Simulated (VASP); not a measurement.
Band structure of AuZn (CsCl type). Level of theory: vdW-DF-cx, VASP's PBE PAW potentials (set 64) (plane waves; VASP).

Unless said otherwise, spin-orbit coupling is left out, though it shifts the bands of the heavy elements here.

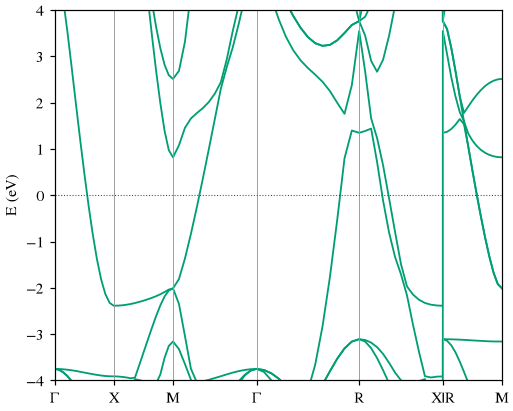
Figure: Bands along high-symmetry lines, zero at the valence-band maximum or, without a gap, the Fermi level

Read the plot: is there a gap, and where are the band edges?

It has no gap at this level: it comes out as a metal or semimetal. (Edges off the drawn lines would not show.)

The compound is AuZn in the CsCl type structure. It was relaxed first. The electron count is odd and the run is not spin-polarised, which forces a metal.
